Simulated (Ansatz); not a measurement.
# (CaO)3(YN)1 [001] superlattice, started as rocksalt type: phonons and vibrational spectra, part 2 of 2

The cell of (CaO)3(YN)1 [001] superlattice, started as rocksalt type is at rest. What are its phonons?

Ansatz 0.2.0; DFT PBEsol, scalar-relativistic, plane waves, PAW.

So far: The starting structure; Linear response at the zone centre.

The structure was built from a prototype and need not be the compound's stable phase.

**2. Linear response at the zone centre (continued)**

Activity x (w_L - w)^4 (n + 1)/w, 532 nm, 300 K; the log calls the Raman tensors unconverged in the k mesh, so the heights are rough; the tensors are static ones, while 532 nm light lies above the computed direct gap, where resonance would change the heights; modes without the macroscopic field alone. Raman lines, with heights relative to the strongest:

| position (cm⁻¹) | relative intensity |
| --- | --- |
| 128 | 0.0 |
| 153 | 3.0 |
| 190 | 0.0 |
| 201 | 0.0 |
| 224 | 0.0 |
| 243 | 0.0 |
| 245 | 100 |
| 266 | 0.0 |
| 293 | 0.0 |
| 294 | 0.0 |
| 302 | 0.0 |
| 401 | 0.0 |
| 489 | 92 |
| 504 | 0.0 |

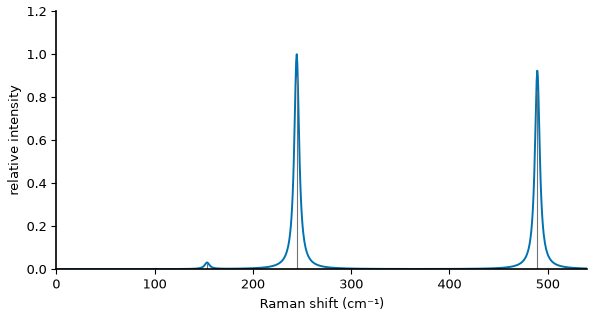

The Raman spectrum, broadened with Lorentzians of width 6 cm⁻¹; bars mark the lines.

Before it was imposed, the acoustic sum rule was missed by 3.1e-4 eV/Å² and the charge sum rule by 0.014 e. Small misses are needed for a sound result but don't prove that mesh and cutoff are converged. The lowest optical mode is real, 128 cm⁻¹.

The log warns of the k mesh: “the force constants stand on the 8×8×4 k-mesh, whose period is 10.29 times the interband length at k = (0.0000, 0.0000, 0.0000), direct gap 0.861 eV, under 14: take them and everything formed from them as unconverged”.

**3. Another isotope, element Ca, natural mass 40.078 amu**

An isotope changes the mass and not the force constants, so no new electronic calculation is needed; the shifts show which modes move this element.

The same force constants with the mass of Ca changed from 40.078 to 47.953 u (phonopy, no LO-TO term). Both lists are sorted by frequency; levels can cross, so a row need not hold one and the same mode. Modes under 3 cm⁻¹ are left out. Isotope shifts, by row:

| q | rank | natural mass (cm⁻¹) | changed mass (cm⁻¹) |
| --- | --- | --- | --- |
| 0 0 0 | 4 | 127.7 | 123.4 |
| 0 0 0 | 5 | 127.7 | 123.4 |
| 0 0 0 | 6 | 153.4 | 142.1 |
| 0 0 0 | 7 | 153.4 | 142.1 |
| 0 0 0 | 8 | 189.5 | 178.9 |
| 0 0 0 | 9 | 189.5 | 178.9 |
| 0 0 0 | 10 | 201.2 | 196.4 |
| 0 0 0 | 11 | 224.2 | 219.8 |
| 0 0 0 | 12 | 224.2 | 219.8 |
| 0 0 0 | 13 | 242.7 | 227.8 |
| 0 0 0 | 14 | 244.6 | 233 |
| 0 0 0 | 15 | 266.5 | 261.7 |
| 0 0 0 | 16 | 266.5 | 261.7 |
| 0 0 0 | 17 | 292.8 | 284.1 |
| 0 0 0 | 18 | 292.8 | 289 |
| 0 0 0 | 19 | 294.4 | 289 |
| 0 0 0 | 20 | 294.4 | 292.1 |
| 0 0 0 | 21 | 302.3 | 292.1 |
| 0 0 0 | 22 | 401.3 | 398.9 |
| 0 0 0 | 23 | 489.4 | 480.3 |
| 0 0 0 | 24 | 504.4 | 501.8 |

A mode of this element alone would shift by -8.58 %. The highest zone-centre frequency without the field goes from 504.4 to 501.8 cm⁻¹ (-0.5 %). The product of the frequency ratios over all optical modes at Γ is 0.506; the product rule, (m/m′)^(3k/2) (M′/M)^(3/2) with k = 3 such atoms and M the mass of the cell, gives 0.506.

**4. Isotope substitution, element N, natural mass 14.007 amu**

The same for N, from 14.01 to 15.00 u.

The same force constants with the mass of N changed from 14.007 to 15.000 u (phonopy, no LO-TO term). Both lists are sorted by frequency; levels can cross, so a row need not hold one and the same mode. Modes under 3 cm⁻¹ are left out. Isotope shifts, by row:

| q | rank | natural mass (cm⁻¹) | changed mass (cm⁻¹) |
| --- | --- | --- | --- |
| 0 0 0 | 4 | 127.7 | 127.6 |
| 0 0 0 | 5 | 127.7 | 127.6 |
| 0 0 0 | 6 | 153.4 | 153.4 |
| 0 0 0 | 7 | 153.4 | 153.4 |
| 0 0 0 | 8 | 189.5 | 188.4 |
| 0 0 0 | 9 | 189.5 | 188.4 |
| 0 0 0 | 10 | 201.2 | 201.1 |
| 0 0 0 | 11 | 224.2 | 219 |
| 0 0 0 | 12 | 224.2 | 219 |
| 0 0 0 | 13 | 242.7 | 241.9 |
| 0 0 0 | 14 | 244.6 | 244.6 |
| 0 0 0 | 15 | 266.5 | 266.2 |
| 0 0 0 | 16 | 266.5 | 266.2 |
| 0 0 0 | 17 | 292.8 | 292.8 |
| 0 0 0 | 18 | 292.8 | 292.8 |
| 0 0 0 | 19 | 294.4 | 294 |
| 0 0 0 | 20 | 294.4 | 294 |
| 0 0 0 | 21 | 302.3 | 301.9 |
| 0 0 0 | 22 | 401.3 | 398.4 |
| 0 0 0 | 23 | 489.4 | 489.4 |
| 0 0 0 | 24 | 504.4 | 494.3 |

A mode of this element alone would shift by -3.37 %. The highest zone-centre frequency without the field goes from 504.4 to 494.3 cm⁻¹ (-2.0 %). The product of the frequency ratios over all optical modes at Γ is 0.907; the product rule, (m/m′)^(3k/2) (M′/M)^(3/2) with k = 1 such atoms and M the mass of the cell, gives 0.907.

**5. Another isotope, element O, natural mass 15.999 amu**

The same for O, from 16.00 to 18.00 u.

The same force constants with the mass of O changed from 15.999 to 17.999 u (phonopy, no LO-TO term). Both lists are sorted by frequency; levels can cross, so a row need not hold one and the same mode. Modes under 3 cm⁻¹ are left out. Isotope shifts, by row:

| q | rank | natural mass (cm⁻¹) | changed mass (cm⁻¹) |
| --- | --- | --- | --- |
| 0 0 0 | 4 | 127.7 | 126.7 |
| 0 0 0 | 5 | 127.7 | 126.7 |
| 0 0 0 | 6 | 153.4 | 151.7 |
| 0 0 0 | 7 | 153.4 | 151.7 |
| 0 0 0 | 8 | 189.5 | 188.2 |
| 0 0 0 | 9 | 189.5 | 188.2 |
| 0 0 0 | 10 | 201.2 | 198.3 |
| 0 0 0 | 11 | 224.2 | 223.7 |
| 0 0 0 | 12 | 224.2 | 223.7 |
| 0 0 0 | 13 | 242.7 | 236.5 |
| 0 0 0 | 14 | 244.6 | 241 |
| 0 0 0 | 15 | 266.5 | 255.6 |
| 0 0 0 | 16 | 266.5 | 255.6 |
| 0 0 0 | 17 | 292.8 | 279.1 |
| 0 0 0 | 18 | 292.8 | 279.1 |
| 0 0 0 | 19 | 294.4 | 280.5 |
| 0 0 0 | 20 | 294.4 | 280.5 |
| 0 0 0 | 21 | 302.3 | 298.9 |
| 0 0 0 | 22 | 401.3 | 384.6 |
| 0 0 0 | 23 | 489.4 | 468.2 |
| 0 0 0 | 24 | 504.4 | 497.6 |

A mode of this element alone would shift by -5.72 %. The highest zone-centre frequency without the field goes from 504.4 to 497.6 cm⁻¹ (-1.3 %). The product of the frequency ratios over all optical modes at Γ is 0.608; the product rule, (m/m′)^(3k/2) (M′/M)^(3/2) with k = 3 such atoms and M the mass of the cell, gives 0.608.

**6. Outcome**

```yaml
space_group_within_0p01_a: P4/mmm
volume_per_atom: 13.8 Å³
gap_on_the_k_mesh: 0.861 eV
highest_optical_mode_at_the_zone_centre_no_lo_to_term: 504 cm⁻¹
top_of_the_zone_centre_spectrum_with_the_field: 556 cm⁻¹
lowest_optical_zone_centre_mode: 128 cm⁻¹
mean_high_frequency_dielectric_constant: 5.58
mean_static_dielectric_constant: 31.6
largest_born_charge_third_of_the_trace: 4.08 e
imaginary_modes_at_gamma_the_only_wavevector_solved: none
```

The structure is stable against zone-centre distortions, since no mode there is imaginary; runs at other wavevectors are not part of this account. Without the field, the optical modes at Γ span 128 to 504 cm⁻¹. The dispersion is not part of this account. With the macroscopic field of the longitudinal modes the top of the zone-centre spectrum lies at 556 cm⁻¹, against 504 cm⁻¹ without it. Lattice motion raises the mean dielectric constant from 5.584 to 31.62. The strongest infrared line is at 224 cm⁻¹. Averaged over orientations, the strongest Raman line at 532 nm and 300 K is at 245 cm⁻¹. The tensors are the static, non-resonant ones, while 532 nm light (2.33 eV) lies above the computed gap. With the field response the log warns that the k mesh is coarse for the force constants too, so the frequencies may not be converged. In this run the field response is not settled by the k meshes in reach, so its dielectric tensor, Born charges and longitudinal modes are rough. The program warns that the Raman tensors are not converged in the k mesh, so the intensities are rough. The starting cell was built on a prototype and not taken from a measurement, so the phase need not exist. These are harmonic frequencies at zero temperature: anharmonic shifts, linewidths and thermal expansion are left out.

[Logs are printed without paths, hosts, clocks, repeated set-up lines and the standing remarks that a program may print on its own settings, such as how far it seeks lower states.]

[Hosts, paths, dates, database ids (printed as entryN), source tags and the programs' standing remarks are cut or masked in the printed files.]
